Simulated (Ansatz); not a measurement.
C$_{3}$H$_{10}$Ga$_{2}$: geometry relaxation (part 2 of 3)

C$_{3}$H$_{10}$Ga$_{2}$, SMILES [CH3][GaH][CH2][GaH][CH3]; RKS PBE0-D4/def2-TZVP (Ansatz 0.2.0). The geometry: GFN2-xTB start.

Geometry of the input (Å):
```
C  -2.3658  0.1620  -0.5850
Ga -1.0568  -1.3813  -0.7591
C  0.5757  -1.6158  0.4342
Ga 1.8879  -0.0682  0.2672
C  1.4156  1.8737  0.6273
H  -1.9165  1.0930  -0.9474
H  -2.6356  0.3190  0.4652
H  -3.2860  -0.0087  -1.1523
H  -1.2651  -2.4703  -1.9152
H  1.0827  -2.5675  0.2121
H  0.2302  -1.6554  1.4798
H  3.3727  -0.4334  -0.2128
H  1.4547  2.4695  -0.2899
H  2.1044  2.3358  1.3409
H  0.4019  1.9476  1.0349
```

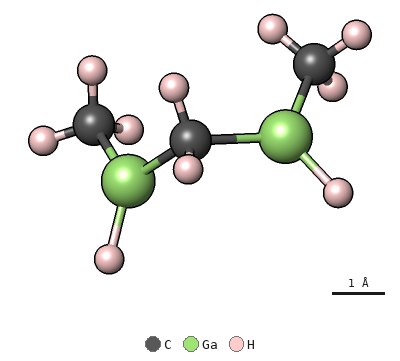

**Figure 1.** The geometry at step 13 of the log (ball-and-stick view, seen at a tilt).

Trajectory as extended XYZ, continued:
```
15
Properties=species:S:1:pos:R:3:forces:R:3 step=5 energy=-108013.72386
C    -2.2762    0.1098   -0.5472    0.0014   0.0115  -0.0135
Ga   -0.9926   -1.3643   -0.8073    0.0073   0.0090   0.0427
C     0.5186   -1.5079    0.4386    0.0037   0.0036  -0.0032
Ga    1.8545   -0.0886    0.1993   -0.0381  -0.0097   0.0217
C     1.3657    1.7711    0.6352   -0.0044   0.0089  -0.0113
H    -1.8333    1.0359   -0.9304   -0.0087  -0.0043  -0.0062
H    -2.4854    0.2746    0.5123    0.0032  -0.0115   0.0018
H    -3.2175   -0.0514   -1.0741    0.0006   0.0011   0.0027
H    -1.1344   -2.3713   -2.0103    0.0133  -0.0001  -0.0153
H     0.9804   -2.4949    0.3923   -0.0008   0.0004   0.0052
H     0.0923   -1.3346    1.4356    0.0007   0.0023  -0.0139
H     3.2854   -0.4199   -0.3701    0.0068  -0.0065  -0.0191
H     1.4009    2.3837   -0.2714    0.0027   0.0022   0.0045
H     2.0786    2.2103    1.3376    0.0028  -0.0028   0.0013
H     0.3631    1.8476    1.0598    0.0095  -0.0043   0.0028
15
Properties=species:S:1:pos:R:3:forces:R:3 step=6 energy=-108013.72564
C    -2.2927    0.0902   -0.5529   -0.0020   0.0387  -0.0016
Ga   -0.9826   -1.3608   -0.8069    0.0438   0.0209  -0.0037
C     0.5012   -1.4973    0.4744    0.0003   0.0167  -0.0226
Ga    1.8461   -0.0927    0.1911   -0.0378  -0.0171  -0.0233
C     1.3879    1.7702    0.6463   -0.0126   0.0231   0.0017
H    -1.8675    1.0163   -0.9587   -0.0142  -0.0293   0.0000
H    -2.4873    0.2705    0.5070   -0.0080  -0.0127  -0.0095
H    -3.2394   -0.0889   -1.0648    0.0139  -0.0098   0.0093
H    -1.0479   -2.3229   -2.0546   -0.0069  -0.0004   0.0200
H     0.9588   -2.4876    0.4453   -0.0113   0.0160   0.0157
H     0.0653   -1.2985    1.4613    0.0124  -0.0199  -0.0084
H     3.2386   -0.4390   -0.4625   -0.0041  -0.0006   0.0137
H     1.4202    2.3927   -0.2537    0.0086  -0.0133   0.0076
H     2.1097    2.1970    1.3479   -0.0008  -0.0119  -0.0038
H     0.3896    1.8508    1.0808    0.0186  -0.0006   0.0050
15
Properties=species:S:1:pos:R:3:forces:R:3 step=7 energy=-108013.72658
C    -2.3047    0.0838   -0.5593    0.0166   0.0351  -0.0104
Ga   -0.9795   -1.3542   -0.8123   -0.0024  -0.0270   0.0098
C     0.4986   -1.4910    0.4745    0.0017   0.0407  -0.0458
Ga    1.8444   -0.0896    0.1866    0.0034  -0.0137   0.0075
C     1.4014    1.7747    0.6534   -0.0074   0.0073  -0.0070
H    -1.8951    1.0133   -0.9730   -0.0164  -0.0238   0.0041
H    -2.4973    0.2659    0.5005   -0.0025  -0.0091  -0.0071
H    -3.2507   -0.1128   -1.0655    0.0074  -0.0083   0.0028
H    -1.0461   -2.3278   -2.0526    0.0036   0.0218   0.0213
H     0.9552   -2.4808    0.4481    0.0038  -0.0141   0.0017
H     0.0623   -1.2918    1.4601   -0.0042  -0.0014   0.0095
H     3.2376   -0.4431   -0.4655   -0.0256   0.0089   0.0105
H     1.4321    2.4009   -0.2437    0.0061  -0.0046   0.0054
H     2.1336    2.1901    1.3509    0.0027  -0.0073  -0.0028
H     0.4082    1.8624    1.0978    0.0131  -0.0046   0.0006
15
Properties=species:S:1:pos:R:3:forces:R:3 step=8 energy=-108013.72735
C    -2.3213    0.0736   -0.5681    0.0078   0.0112  -0.0084
Ga   -0.9830   -1.3539   -0.8121   -0.0077  -0.0133  -0.0022
C     0.4943   -1.4821    0.4746   -0.0071   0.0250  -0.0278
Ga    1.8420   -0.0851    0.1829    0.0196  -0.0005   0.0250
C     1.4215    1.7808    0.6637   -0.0035  -0.0065   0.0010
H    -1.9273    1.0036   -0.9945   -0.0124  -0.0199   0.0052
H    -2.5126    0.2626    0.4906   -0.0024   0.0004  -0.0049
H    -3.2663   -0.1438   -1.0682    0.0089   0.0004   0.0046
H    -1.0406   -2.3277   -2.0517    0.0028   0.0113   0.0118
H     0.9512   -2.4718    0.4499    0.0073  -0.0150  -0.0027
H     0.0586   -1.2828    1.4604   -0.0033   0.0060   0.0084
H     3.2311   -0.4436   -0.4736   -0.0194   0.0044  -0.0011
H     1.4512    2.4114   -0.2301    0.0026   0.0036   0.0034
H     2.1667    2.1818    1.3562   -0.0031  -0.0058  -0.0085
H     0.4345    1.8771    1.1199    0.0099  -0.0013  -0.0038
15
Properties=species:S:1:pos:R:3:forces:R:3 step=9 energy=-108013.72809
C    -2.3650    0.0445   -0.5883   -0.0186   0.0045  -0.0560
Ga   -0.9831   -1.3445   -0.8197   -0.0478  -0.0058   0.0059
C     0.4809   -1.4566    0.4810    0.0123   0.0038   0.0244
Ga    1.8439   -0.0776    0.1867    0.0071   0.0368  -0.0257
C     1.4743    1.7938    0.6908    0.0260  -0.0273   0.0607
H    -2.0160    0.9766   -1.0508   -0.0286  -0.0543   0.0290
H    -2.5469    0.2539    0.4681   -0.0016   0.0098  -0.0122
H    -3.3095   -0.2274   -1.0673    0.0665   0.0278   0.0353
H    -1.0110   -2.3185   -2.0586    0.0083   0.0045  -0.0082
H     0.9351   -2.4485    0.4635   -0.0002  -0.0045  -0.0070
H     0.0407   -1.2525    1.4639   -0.0067   0.0047  -0.0052
H     3.2062   -0.4507   -0.5155   -0.0036  -0.0010   0.0102
H     1.5043    2.4325   -0.1967    0.0023   0.0057  -0.0019
H     2.2462    2.1645    1.3733   -0.0416  -0.0041  -0.0351
H     0.5000    1.9107    1.1697    0.0260  -0.0004  -0.0142
15
Properties=species:S:1:pos:R:3:forces:R:3 step=10 energy=-108013.72854
C    -2.3845    0.0289   -0.5963   -0.0363   0.0070  -0.0568
Ga   -0.9890   -1.3481   -0.8190   -0.0161   0.0257  -0.0141
C     0.4733   -1.4433    0.4857   -0.0118  -0.0124   0.0120
Ga    1.8406   -0.0719    0.1739    0.0248   0.0264   0.0267
C     1.4978    1.7978    0.7037    0.0227  -0.0202   0.0375
H    -2.0517    0.9567   -1.0803   -0.0265  -0.0731   0.0355
H    -2.5583    0.2560    0.4579   -0.0042   0.0054  -0.0217
H    -3.3308   -0.2621   -1.0616    0.0782   0.0337   0.0445
H    -0.9889   -2.3097   -2.0683   -0.0042  -0.0023   0.0027
H     0.9273   -2.4361    0.4753   -0.0016   0.0097  -0.0032
H     0.0329   -1.2305    1.4667    0.0075   0.0035  -0.0104
H     3.1955   -0.4572   -0.5371   -0.0166   0.0056  -0.0010
H     1.5287    2.4465   -0.1766    0.0005   0.0089   0.0034
H     2.2787    2.1523    1.3847   -0.0426  -0.0148  -0.0394
H     0.5284    1.9208    1.1912    0.0263  -0.0031  -0.0157
15
Properties=species:S:1:pos:R:3:forces:R:3 step=11 energy=-108013.72901
C    -2.3879    0.0257   -0.5979   -0.0184   0.0114  -0.0295
Ga   -0.9896   -1.3472   -0.8210   -0.0087   0.0126  -0.0085
C     0.4725   -1.4406    0.4848   -0.0058  -0.0020   0.0036
Ga    1.8435   -0.0713    0.1759    0.0100   0.0190   0.0112
C     1.5023    1.7976    0.7069    0.0137  -0.0126   0.0206
H    -2.0603    0.9503   -1.0895   -0.0157  -0.0447   0.0204
H    -2.5563    0.2607    0.4555   -0.0015   0.0003  -0.0166
H    -3.3356   -0.2685   -1.0550    0.0445   0.0160   0.0250
H    -0.9892   -2.3104   -2.0697   -0.0017   0.0024   0.0066
H     0.9255   -2.4337    0.4755   -0.0010   0.0049  -0.0019
H     0.0314   -1.2262    1.4649    0.0036   0.0004  -0.0050
H     3.1957   -0.4568   -0.5393   -0.0108   0.0024   0.0015
H     1.5337    2.4479   -0.1725    0.0012   0.0016   0.0031
H     2.2817    2.1522    1.3884   -0.0239  -0.0098  -0.0226
H     0.5326    1.9204    1.1931    0.0144  -0.0019  -0.0080
15
Properties=species:S:1:pos:R:3:forces:R:3 step=12 energy=-108013.72943
C    -2.4058    0.0121   -0.6064   -0.0043   0.0288  -0.0048
Ga   -0.9917   -1.3437   -0.8253   -0.0029  -0.0045   0.0005
C     0.4674   -1.4280    0.4851    0.0002   0.0057  -0.0018
Ga    1.8467   -0.0669    0.1756   -0.0042   0.0079   0.0007
C     1.5247    1.8006    0.7203    0.0026  -0.0011  -0.0010
H    -2.1000    0.9296   -1.1233   -0.0100  -0.0265   0.0118
H    -2.5618    0.2686    0.4440    0.0010  -0.0062  -0.0200
H    -3.3556   -0.3039   -1.0422    0.0194   0.0018   0.0112
H    -0.9808   -2.3082   -2.0730    0.0014   0.0051   0.0051
H     0.9186   -2.4222    0.4793   -0.0016   0.0025  -0.0005
H     0.0247   -1.2097    1.4634    0.0007  -0.0026  -0.0019
H     3.1885   -0.4587   -0.5542   -0.0019  -0.0003   0.0007
H     1.5581    2.4572   -0.1545    0.0016  -0.0052   0.0035
H     2.3088    2.1446    1.4006   -0.0039  -0.0045  -0.0038
H     0.5582    1.9285    1.2106    0.0018  -0.0010   0.0004
15
Properties=species:S:1:pos:R:3:forces:R:3 step=13 energy=-108013.72966
C    -2.4239   -0.0013   -0.6158   -0.0078   0.0461   0.0019
Ga   -0.9949   -1.3416   -0.8277    0.0084  -0.0019  -0.0027
C     0.4616   -1.4153    0.4861    0.0000   0.0051  -0.0014
Ga    1.8479   -0.0617    0.1742   -0.0118   0.0019  -0.0077
C     1.5476    1.8040    0.7347   -0.0030   0.0064  -0.0105
H    -2.1419    0.9073   -1.1618   -0.0115  -0.0359   0.0170
H    -2.5664    0.2793    0.4305    0.0002  -0.0103  -0.0303
H    -3.3759   -0.3426   -1.0278    0.0196   0.0027   0.0124
H    -0.9698   -2.3044   -2.0763    0.0001   0.0022   0.0039
H     0.9118   -2.4099    0.4833   -0.0005  -0.0009   0.0016
H     0.0182   -1.1939    1.4631   -0.0004  -0.0034   0.0018
H     3.1785   -0.4601   -0.5719    0.0028  -0.0010   0.0009
H     1.5835    2.4675   -0.1348    0.0020  -0.0083   0.0039
H     2.3384    2.1345    1.4134    0.0045  -0.0014   0.0049
H     0.5852    1.9381    1.2308   -0.0027  -0.0012   0.0045
15
Properties=species:S:1:pos:R:3:forces:R:3 step=14 energy=-108013.72977
C    -2.4399   -0.0128   -0.6251   -0.0167   0.0726  -0.0081
Ga   -0.9961   -1.3376   -0.8317    0.0005  -0.0145   0.0061
C     0.4564   -1.4036    0.4866    0.0015   0.0067  -0.0069
Ga    1.8475   -0.0561    0.1705   -0.0036  -0.0057   0.0054
C     1.5683    1.8070    0.7487   -0.0085   0.0127  -0.0207
H    -2.1839    0.8851   -1.2026   -0.0206  -0.0592   0.0345
H    -2.5663    0.2938    0.4164   -0.0002  -0.0161  -0.0481
H    -3.3944   -0.3807   -1.0092    0.0387   0.0120   0.0208
H    -0.9619   -2.3033   -2.0779    0.0025   0.0047  -0.0011
H     0.9059   -2.3987    0.4864    0.0008  -0.0025   0.0006
H     0.0122   -1.1798    1.4624   -0.0019  -0.0005   0.0018
H     3.1700   -0.4609   -0.5865    0.0013   0.0008  -0.0035
H     1.6070    2.4779   -0.1150    0.0019  -0.0074   0.0053
H     2.3655    2.1233    1.4265    0.0082  -0.0020   0.0079
H     0.6097    1.9465    1.2505   -0.0041  -0.0016   0.0060
15
Properties=species:S:1:pos:R:3:forces:R:3 step=15 energy=-108013.72991
C    -2.4389   -0.0119   -0.6255   -0.0139   0.0528  -0.0031
Ga   -0.9967   -1.3389   -0.8305    0.0077  -0.0013  -0.0022
C     0.4564   -1.4043    0.4871   -0.0009   0.0019  -0.0023
Ga    1.8468   -0.0563    0.1709   -0.0050  -0.0035  -0.0017
C     1.5675    1.8067    0.7493   -0.0069   0.0099  -0.0139
H    -2.1852    0.8826   -1.2080   -0.0139  -0.0457   0.0241
H    -2.5622    0.2994    0.4146   -0.0012  -0.0122  -0.0350
H    -3.3943   -0.3819   -1.0044    0.0274   0.0093   0.0156
H    -0.9606   -2.3017   -2.0787   -0.0003   0.0006   0.0006
H     0.9062   -2.3992    0.4865    0.0013  -0.0028   0.0016
H     0.0123   -1.1809    1.4631   -0.0010  -0.0010   0.0027
H     3.1683   -0.4598   -0.5887    0.0014   0.0000  -0.0014
H     1.6064    2.4777   -0.1142    0.0018  -0.0060   0.0035
H     2.3649    2.1223    1.4272    0.0062  -0.0008   0.0067
H     0.6090    1.9462    1.2514   -0.0026  -0.0012   0.0048
15
Properties=species:S:1:pos:R:3:forces:R:3 step=16 energy=-108013.73013
C    -2.4363   -0.0092   -0.6267    0.0006   0.0008  -0.0001
Ga   -0.9946   -1.3373   -0.8307    0.0001  -0.0002   0.0015
C     0.4563   -1.4065    0.4888    0.0003   0.0011  -0.0003
Ga    1.8445   -0.0567    0.1711    0.0000  -0.0015   0.0002
C     1.5655    1.8060    0.7511    0.0002   0.0005   0.0009
H    -2.1928    0.8760   -1.2243   -0.0016  -0.0006  -0.0025
H    -2.5504    0.3147    0.4094    0.0009   0.0006   0.0001
H    -3.3936   -0.3880   -0.9895    0.0000  -0.0001   0.0012
H    -0.9583   -2.2979   -2.0806    0.0001   0.0004  -0.0001
H     0.9067   -2.4012    0.4872    0.0002   0.0000   0.0007
H     0.0119   -1.1841    1.4650   -0.0003  -0.0008  -0.0012
H     3.1644   -0.4584   -0.5926   -0.0002   0.0009  -0.0001
H     1.6040    2.4773   -0.1120   -0.0001   0.0006  -0.0001
H     2.3645    2.1200    1.4284   -0.0001  -0.0009   0.0001
H     0.6080    1.9454    1.2553   -0.0001  -0.0007  -0.0005
15
Properties=species:S:1:pos:R:3:forces:R:3 step=17 energy=-108013.73030
C    -2.4442   -0.0138   -0.6347   -0.0227   0.0116  -0.0121
Ga   -0.9946   -1.3346   -0.8323    0.0010   0.0071  -0.0040
C     0.4531   -1.4012    0.4906    0.0018  -0.0008   0.0024
Ga    1.8433   -0.0541    0.1710   -0.0016   0.0034  -0.0094
C     1.5771    1.8068    0.7632    0.0079  -0.0052   0.0124
H    -2.2312    0.8507   -1.2750   -0.0123  -0.0344   0.0268
H    -2.5336    0.3467    0.3924   -0.0005  -0.0029  -0.0284
H    -3.4066   -0.4207   -0.9556    0.0359   0.0220   0.0154
H    -0.9505   -2.2921   -2.0843   -0.0010  -0.0023   0.0001
H     0.9037   -2.3960    0.4895   -0.0014  -0.0002   0.0009
H     0.0078   -1.1785    1.4661    0.0001  -0.0008   0.0002
H     3.1545   -0.4557   -0.6083   -0.0016   0.0007   0.0048
H     1.6175    2.4836   -0.0953   -0.0008   0.0017  -0.0010
H     2.3810    2.1100    1.4401   -0.0062   0.0004  -0.0050
H     0.6227    1.9489    1.2725    0.0014  -0.0004  -0.0032
15
Properties=species:S:1:pos:R:3:forces:R:3 step=18 energy=-108013.73043
C    -2.4437   -0.0131   -0.6362   -0.0138   0.0112  -0.0070
Ga   -0.9944   -1.3344   -0.8330   -0.0014   0.0053  -0.0026
C     0.4532   -1.4014    0.4900   -0.0016  -0.0005  -0.0038
Ga    1.8421   -0.0533    0.1686    0.0067   0.0008   0.0075
C     1.5772    1.8061    0.7661    0.0034  -0.0048   0.0002
H    -2.2407    0.8421   -1.2916   -0.0102  -0.0280   0.0225
H    -2.5220    0.3618    0.3865   -0.0003  -0.0038  -0.0259
H    -3.4088   -0.4264   -0.9398    0.0258   0.0166   0.0111
H    -0.9508   -2.2921   -2.0849   -0.0013  -0.0018   0.0002
H     0.9041   -2.3959    0.4890   -0.0001  -0.0003  -0.0005
H     0.0079   -1.1786    1.4655    0.0009   0.0016   0.0007
H     3.1543   -0.4542   -0.6093   -0.0041   0.0012   0.0001
H     1.6184    2.4852   -0.0905   -0.0013   0.0026   0.0013
H     2.3807    2.1070    1.4442   -0.0013  -0.0004  -0.0021
H     0.6226    1.9473    1.2753   -0.0013   0.0004  -0.0020
15
Properties=species:S:1:pos:R:3:forces:R:3 step=19 energy=-108013.73059
C    -2.4409   -0.0097   -0.6383   -0.0056   0.0362   0.0005
Ga   -0.9911   -1.3299   -0.8379   -0.0149  -0.0117   0.0117
C     0.4545   -1.4032    0.4871    0.0099   0.0062  -0.0044
Ga    1.8446   -0.0545    0.1731   -0.0044   0.0045  -0.0078
C     1.5748    1.8038    0.7716    0.0008  -0.0053  -0.0072
H    -2.2664    0.8220   -1.3314   -0.0148  -0.0315   0.0296
H    -2.4885    0.4016    0.3729    0.0001  -0.0163  -0.0453
H    -3.4129   -0.4390   -0.8947    0.0284   0.0136   0.0095
H    -0.9533   -2.2907   -2.0877    0.0024   0.0045  -0.0018
H     0.9043   -2.3981    0.4842   -0.0007  -0.0032  -0.0023
H     0.0077   -1.1826    1.4623   -0.0041   0.0013   0.0020
H     3.1562   -0.4513   -0.6074    0.0014  -0.0015   0.0037
H     1.6188    2.4847   -0.0836   -0.0003  -0.0033   0.0028
H     2.3744    2.1045    1.4538    0.0064   0.0049   0.0067
H     0.6176    1.9425    1.2763   -0.0047   0.0016   0.0024
15
Properties=species:S:1:pos:R:3:forces:R:3 step=20 energy=-108013.73075
C    -2.4396   -0.0083   -0.6393   -0.0071   0.0251  -0.0031
Ga   -0.9922   -1.3312   -0.8374   -0.0055  -0.0041   0.0041
C     0.4553   -1.4040    0.4855    0.0012   0.0025  -0.0052
Ga    1.8441   -0.0538    0.1716    0.0002   0.0003   0.0047
C     1.5737    1.8033    0.7735   -0.0005  -0.0016  -0.0056
H    -2.2734    0.8150   -1.3436   -0.0095  -0.0244   0.0207
H    -2.4775    0.4144    0.3670   -0.0016  -0.0103  -0.0270
H    -3.4137   -0.4410   -0.8807    0.0221   0.0103   0.0075
H    -0.9554   -2.2911   -2.0880    0.0005   0.0010  -0.0003
H     0.9055   -2.3988    0.4818    0.0001  -0.0001  -0.0010
H     0.0090   -1.1841    1.4612   -0.0007   0.0010   0.0007
H     3.1577   -0.4506   -0.6054    0.0006   0.0000  -0.0005
H     1.6188    2.4855   -0.0805   -0.0003  -0.0005   0.0019
H     2.3722    2.1035    1.4575    0.0019  -0.0001   0.0019
H     0.6156    1.9411    1.2769   -0.0014   0.0007   0.0012
```
